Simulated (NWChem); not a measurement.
**AlBNH4F (SMILES [NH2][AlH][BH]F) at 6 levels**

We compute a comparison of 6 runs (HF/def2-SVP, SVWN5/STO-3G, PBE0/def2-SVP, SVWN5/def2-SVPD, MP2/3-21G, MP2/6-31G**) of AlBNH4F. 

The results are computed with NWChem 7.3.0.

## (1) The system as given

The species is AlBNH4F (8 atoms), meant as a singlet with charge 0. As SMILES, `[NH2][AlH][BH]F`. Geometry: relaxed at PBE0-D4/def2-TZVP. This is one conformer, not always the lowest.

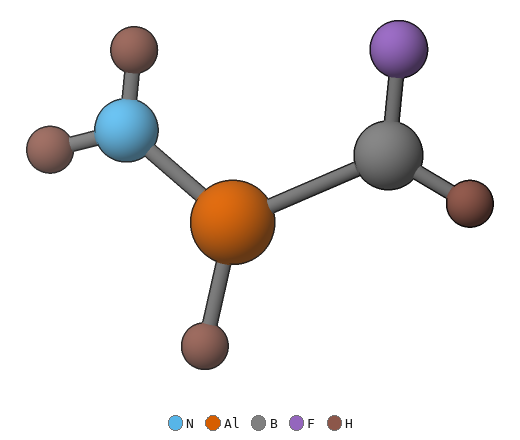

The structure, seen from a chosen angle (nitrogen blue, aluminium orange, boron grey, fluorine purple, hydrogen brown).

## (2) Energy and gradient at HF/def2-SVP (run 1)

run.py reads:

```python
from ase import Atoms
from ase.calculators.nwchem import NWChem

atoms = Atoms(['N', 'Al', 'B', 'F', 'H', 'H', 'H', 'H'], positions=[
    [-1.034900, 1.238000, 0.178100],
    [0.358400, 0.247200, 0.637000],
    [0.824000, -1.438600, -0.645900],
    [0.022100, -1.693000, -1.675500],
    [-1.365500, 2.050100, 0.674400],
    [-1.614500, 1.063500, -0.627700],
    [1.149400, 0.679500, 1.946200],
    [1.753200, -2.203800, -0.542400],
])

calc = NWChem(
    label='albfh4n',
    theory='scf',
    memory='2200 mb',
    basis='def2-SVP',
    basispar='spherical bse',
    scf={'nopen': '0', 'rhf': None, 'thresh': '1e-08', 'maxiter': '80'},
)
atoms.calc = calc

forces = atoms.get_forces()
print(f"energy = {atoms.get_potential_energy():.6f} eV")
print("forces (eV/A):")
for s, f in zip(atoms.symbols, forces):
    print(f"{s:2s} {f[0]:10.5f} {f[1]:10.5f} {f[2]:10.5f}")
print("dipole (e A):", atoms.get_dipole_moment().round(4))
```

Run with:

```console
export ASE_NWCHEM_COMMAND="nwchem PREFIX.nwi > PREFIX.nwo"
python run.py
```

The log of the run:

```text
energy = -11501.096149 eV
forces (eV/A):
N    -0.18512    0.15082   -0.04361
Al   -0.03265    0.12115    0.08983
B    -0.01255   -0.18008   -0.18764
F     0.06973    0.05965    0.12629
H     0.04232   -0.20569   -0.16872
H     0.11673    0.09174    0.22363
H    -0.00987   -0.05744   -0.07019
H     0.01142    0.01980    0.03039
dipole (e A): [-0.0981  0.1577  0.0487]
```

The calculator wrote albfh4n.nwi:

```
title "albfh4n"

permanent_dir albfh4n

scratch_dir albfh4n

start albfh4n

geometry units angstrom nocenter noautosym noautoz
  N  -1.0348999999999999e+00 1.2380000000000000e+00 1.7810000000000001e-01
  Al 3.5840000000000000e-01 2.4720000000000000e-01 6.3700000000000001e-01
  B  8.2399999999999995e-01 -1.4386000000000001e+00 -6.4590000000000003e-01
  F  2.2100000000000002e-02 -1.6930000000000001e+00 -1.6755000000000000e+00
  H  -1.3654999999999999e+00 2.0501000000000000e+00 6.7440000000000000e-01
  H  -1.6145000000000000e+00 1.0634999999999999e+00 -6.2770000000000004e-01
  H  1.1494000000000000e+00 6.7949999999999999e-01 1.9461999999999999e+00
  H  1.7532000000000001e+00 -2.2038000000000002e+00 -5.4239999999999999e-01
end

memory 2200 mb

basis spherical bse noprint
   * library def2-SVP
end

scf
  nopen 0
  rhf
  thresh 1e-08
  maxiter 80
end

task scf gradient
```

albfh4n.nwo, shortened:

```text
[...]
      One-electron energy =   -842.435859467316
[... 1 line left out ...]
 Nuclear repulsion energy =    128.701789738573
[... 37 lines left out ...]
                       ROHF Final Molecular Orbital Analysis
[... 206 lines left out ...]
     1   1 0 0     -0.185345      0.000000      3.130142
[...]
  wavefunction    =   RHF
                         RHF ENERGY GRADIENTS
    atom               coordinates                        gradient
                 x          y          z           x          y          z
   1 N      -1.955677   2.339481   0.336560    0.003600  -0.002933   0.000848
   2 Al      0.677278   0.467140   1.203755    0.000635  -0.002356  -0.001747
   3 B       1.557134  -2.718560  -1.220574    0.000244   0.003502   0.003649
[... 4 lines of this table left out ...]
   8 H       3.313068  -4.164578  -1.024987   -0.000222  -0.000385  -0.000591
[...]
```

Wall time 17 s (1 thread of Intel Xeon Platinum 8259CL at 2.50GHz (Skylake/Cascade Lake), shared host); peak memory 0.1 GiB.

## (3) Energy and forces at SVWN5/STO-3G (run 2)

m1.nw reads:

```
START m1
memory 2200 mb
GEOMETRY noautosym nocenter noautoz
  N       -1.034900       1.238000       0.178100
  Al       0.358400       0.247200       0.637000
  B        0.824000      -1.438600      -0.645900
  F        0.022100      -1.693000      -1.675500
  H       -1.365500       2.050100       0.674400
  H       -1.614500       1.063500      -0.627700
  H        1.149400       0.679500       1.946200
  H        1.753200      -2.203800      -0.542400
END
BASIS spherical bse
  * library STO-3G
END
DFT
  xc slater vwn_5
  mult 1
  grid xfine
  convergence energy 1e-08
  iterations 100
  mulliken
END
TASK dft gradient
```

Run with:

```console
nwchem m1.nw > m1.out
```

The log of the run:

```text
[...]
          Wavefunction type:  closed shell.
          No. of atoms     :     8
          No. of electrons :    38
[...]
          Charge           :     0
          Spin multiplicity:     1
[...]
          AO basis - number of functions:    28
[...]
              XC Information
              --------------
                        Slater Exchange Functional  1.000 local
                      VWN V Correlation Functional  1.000 local
[...]
 d= 0,ls=0.0,diis     1   -416.2364304642 -5.45D+02  1.14D-01  9.27D-01     1.3
[...]
 d= 0,ls=0.0,diis    11   -416.4144565816 -8.07D-10  8.92D-07  5.85D-10     7.0
         Total DFT energy =     -416.414456581620
      One electron energy =     -839.360790032081
           Coulomb energy =      333.528371118032
    Exchange-Corr. energy =      -39.283827406145
 Nuclear repulsion energy =      128.701789738573
[...]
      Total Density - Mulliken Population Analysis
     ---------------------------------------------
    Atom       Charge   Shell Charges
 -----------   ------   -------------------------------------------------------
    1 N    7     7.59   1.99  1.52  4.08
    2 Al  13    12.37   2.00  1.98  5.76  1.12  1.51
    3 B    5     5.06   1.99  1.13  1.95
    4 F    9     9.05   2.00  1.94  5.11
    5 H    1     0.83   0.83
    6 H    1     0.83   0.83
    7 H    1     1.21   1.21
    8 H    1     1.06   1.06
[...]
  wavefunction    = closed shell
                         DFT ENERGY GRADIENTS
    atom               coordinates                        gradient
                 x          y          z           x          y          z
   1 N      -1.955677   2.339481   0.336560   -0.049351   0.034450  -0.017038
   2 Al      0.677278   0.467140   1.203755   -0.008100   0.009347   0.001656
   3 B       1.557134  -2.718560  -1.220574    0.013868  -0.020543  -0.007637
   4 F       0.041763  -3.199306  -3.166236   -0.008488  -0.000669  -0.008858
   5 H      -2.580421   3.874127   1.274431    0.011160  -0.026913  -0.016255
   6 H      -3.050963   2.009724  -1.186181    0.019078   0.005225   0.026059
   7 H       2.172051   1.284069   3.677785    0.016511   0.005820   0.023922
   8 H       3.313068  -4.164578  -1.024987    0.005321  -0.006716  -0.001850
[...]
```

It took 10 s on 1 thread of Intel Xeon Platinum 8259CL at 2.50GHz (Skylake/Cascade Lake), shared host; peak memory 0.13 GiB.

## (4) Energy and forces at PBE0/def2-SVP (run 3)

job.nw reads:

```
start job
title "AlBFH4N"
memory total 2200 mb

geometry units angstroms noautosym nocenter noautoz
  N    -1.034900    1.238000    0.178100
  Al    0.358400    0.247200    0.637000
  B     0.824000   -1.438600   -0.645900
  F     0.022100   -1.693000   -1.675500
  H    -1.365500    2.050100    0.674400
  H    -1.614500    1.063500   -0.627700
  H     1.149400    0.679500    1.946200
  H     1.753200   -2.203800   -0.542400
end

basis spherical bse
  * library def2-SVP
end

dft
  xc pbe0
  grid xfine
  convergence energy 1e-08
  maxiter 100
  mulliken
end

task dft gradient
```

Run with:

```console
nwchem job.nw > job.out
```

The log of the run:

```text
[...]
          Wavefunction type:  closed shell.
          No. of atoms     :     8
          No. of electrons :    38
[...]
          Charge           :     0
          Spin multiplicity:     1
[...]
          AO basis - number of functions:    80
[...]
              XC Information
              --------------
                         PBE0 Method XC Functional
                     Hartree-Fock (Exact) Exchange  0.250
          PerdewBurkeErnzerhof Exchange Functional  0.750
            Perdew 1991 LDA Correlation Functional  1.000 local
           PerdewBurkeErnz. Correlation Functional  1.000 non-local
[...]
 d= 0,ls=0.0,diis     1   -423.7105486696 -5.52D+02  1.59D-02  6.69D-01     4.4
[...]
 d= 0,ls=0.0,diis    10   -423.7997661077 -8.11D-10  3.09D-07  7.29D-10    33.4
         Total DFT energy =     -423.799766107675
      One electron energy =     -842.506893878426
           Coulomb energy =      331.299650891240
    Exchange-Corr. energy =      -41.294312859061
 Nuclear repulsion energy =      128.701789738573
[...]
      Total Density - Mulliken Population Analysis
     ---------------------------------------------
    Atom       Charge   Shell Charges
 -----------   ------   -------------------------------------------------------
    1 N    7     7.45   1.99  0.97  0.47  2.43  1.59  0.01
    2 Al  13    12.51   2.00  1.98  0.93  0.10  5.92  0.87  0.53  0.17
    3 B    5     4.98   1.99  0.86  0.31  1.41  0.31  0.10
    4 F    9     9.11   1.99  1.14  0.73  3.35  1.90  0.01
    5 H    1     0.86   0.71  0.11  0.05
    6 H    1     0.86   0.71  0.10  0.05
    7 H    1     1.17   0.71  0.45  0.01
    8 H    1     1.06   0.74  0.30  0.01
[...]
  wavefunction    = closed shell
                         DFT ENERGY GRADIENTS
    atom               coordinates                        gradient
                 x          y          z           x          y          z
   1 N      -1.955677   2.339481   0.336560   -0.003548   0.002180  -0.001539
   2 Al      0.677278   0.467140   1.203755   -0.002704   0.003524   0.000849
   3 B       1.557134  -2.718560  -1.220574    0.003784  -0.003308   0.000196
   4 F       0.041763  -3.199306  -3.166236    0.000862  -0.000319   0.000531
   5 H      -2.580421   3.874127   1.274431    0.002575  -0.005270  -0.002763
   6 H      -3.050963   2.009724  -1.186181    0.003901   0.000692   0.004902
   7 H       2.172051   1.284069   3.677785   -0.000403  -0.000484  -0.000941
   8 H       3.313068  -4.164578  -1.024987   -0.004466   0.002986  -0.001235
[...]
```

Wall time 43 s (1 thread of Intel Xeon Platinum 8259CL at 2.50GHz (Skylake/Cascade Lake), shared host); peak memory 0.14 GiB.

Runs 4 to 5 aren't shown in full; the table further down has their settings and results.

## (5) Energy and gradient at MP2/6-31G(d,p) (spherical functions) (run 6)

run.xyz reads:

```xyz
8
AlBFH4N
N     -1.034900     1.238000     0.178100
Al     0.358400     0.247200     0.637000
B      0.824000    -1.438600    -0.645900
F      0.022100    -1.693000    -1.675500
H     -1.365500     2.050100     0.674400
H     -1.614500     1.063500    -0.627700
H      1.149400     0.679500     1.946200
H      1.753200    -2.203800    -0.542400
```

run.py reads:

```python
from ase.io import read
from ase.calculators.nwchem import NWChem

molecule = read('run.xyz')

calc = NWChem(
    label='run',
    theory='mp2',
    memory='2200 mb',
    basis='6-31G**',
    basispar='spherical bse',
    scf={'nopen': '0', 'rhf': None, 'thresh': '1e-08', 'maxiter': '80'},
    mp2={'freeze': 'core 8', 'tight': None},
)
molecule.calc = calc

forces = molecule.get_forces()
print("Total energy (eV):", round(molecule.get_potential_energy(), 6))
print("forces (eV/A):")
for s, f in zip(molecule.symbols, forces):
    print(f"{s:2s} {f[0]:10.5f} {f[1]:10.5f} {f[2]:10.5f}")
```

Run with:

```console
export ASE_NWCHEM_COMMAND="nwchem PREFIX.nwi > PREFIX.nwo"
python run.py
```

The log of the run:

```text
Total energy (eV): -11519.762726
forces (eV/A):
N    -0.26169    0.18569   -0.08654
Al    0.37893   -0.23356    0.15730
B     0.62673   -0.02720    0.57526
F    -0.46527   -0.12192   -0.57284
H    -0.01825    0.06150    0.04628
H    -0.03605   -0.01707   -0.05605
H    -0.05260   -0.02108   -0.07837
H    -0.17180    0.17365    0.01491
```

The calculator wrote run.nwi:

```
title "run"

permanent_dir run

scratch_dir run

start run

geometry units angstrom nocenter noautosym noautoz
  N  -1.0348999999999999e+00 1.2380000000000000e+00 1.7810000000000001e-01
  Al 3.5840000000000000e-01 2.4720000000000000e-01 6.3700000000000001e-01
  B  8.2399999999999995e-01 -1.4386000000000001e+00 -6.4590000000000003e-01
  F  2.2100000000000002e-02 -1.6930000000000001e+00 -1.6755000000000000e+00
  H  -1.3654999999999999e+00 2.0501000000000000e+00 6.7440000000000000e-01
  H  -1.6145000000000000e+00 1.0634999999999999e+00 -6.2770000000000004e-01
  H  1.1494000000000000e+00 6.7949999999999999e-01 1.9461999999999999e+00
  H  1.7532000000000001e+00 -2.2038000000000002e+00 -5.4239999999999999e-01
end

memory 2200 mb

basis spherical bse noprint
   * library 6-31G**
end

scf
  nopen 0
  rhf
  thresh 1e-08
  maxiter 80
end
mp2
  freeze core 8
  tight
end

task mp2 gradient
```

run.nwo, shortened:

```text
[...]
         Total SCF energy =   -422.863243044271
[...]
                         mp2 ENERGY GRADIENTS
    atom               coordinates                        gradient
                 x          y          z           x          y          z
   1 N      -1.955677   2.339481   0.336560    0.005089  -0.003611   0.001683
   2 Al      0.677278   0.467140   1.203755   -0.007369   0.004542  -0.003059
   3 B       1.557134  -2.718560  -1.220574   -0.012188   0.000529  -0.011187
[... 4 lines of this table left out ...]
   8 H       3.313068  -4.164578  -1.024987    0.003341  -0.003377  -0.000290
[...]
```

Wall time 47 s (1 thread of Intel Xeon Platinum 8259CL at 2.50GHz (Skylake/Cascade Lake), shared host); peak memory 0.21 GiB.

## (6) The series

| run | level | iteration cap | module | energy (Eh) | dipole moment (D) | HOMO energy (eV) | LUMO energy (eV) | wall time |
| --- | --- | --- | --- | --- | --- | --- | --- | --- |
| 1 | HF/def2-SVP | 80 | scf | -422.657491 | 0.92 | -10.20 | 1.21 | 17 s |
| 2 | SVWN5/STO-3G | 100 | dft | -416.414457 | 1.58 | -2.04 | 1.48 | 10 s |
| 3 | PBE0/def2-SVP | 100 | dft | -423.799766 | 1.23 | -7.10 | -1.92 | 43 s |
| 4 | SVWN5/def2-SVPD | 100 | dft | -421.690284 | 0.99 | -6.08 | -3.28 | 46 s |
| 5 | MP2/3-21G | 80 | mp2 | -420.883347 | 1.71 | -10.05 | 1.31 | 7.8 s |
| 6 | MP2/6-31G** (spherical functions) | 80 | mp2 | -423.343475 | 1.18 | -10.08 | 1.28 | 47 s |

## (7) What came out

```
                                                      quantity          value
                                           run 6: total energy  -423.34348 Eh
run 6: dipole moment (of the density that the program reports)         1.18 D
                    run 6: HOMO energy (Hartree–Fock orbitals)      -10.08 eV
                    run 6: LUMO energy (Hartree–Fock orbitals)        1.28 eV
                  run 6: HOMO–LUMO gap (Hartree–Fock orbitals)       11.35 eV
            run 6: correlation energy (8 core orbitals frozen)     -480.2 mEh
                               run 6: largest force on an atom     0.851 eV/Å
```

What this shows: The dipole moment (its size) runs from 0.92 D (HF/def2-SVP) to 1.71 D (MP2/3-21G). The two ends differ in method and basis. Over runs 1, 2, 3, 4 the HOMO–LUMO gap runs from 2.79 eV (SVWN5/def2-SVPD) to 11.40 eV (HF/def2-SVP). Totals of different functionals can't be ranked against each other. In run 2 the basis is minimal, so the values are rough. All runs together took 2.8 min, the longest 47 s.
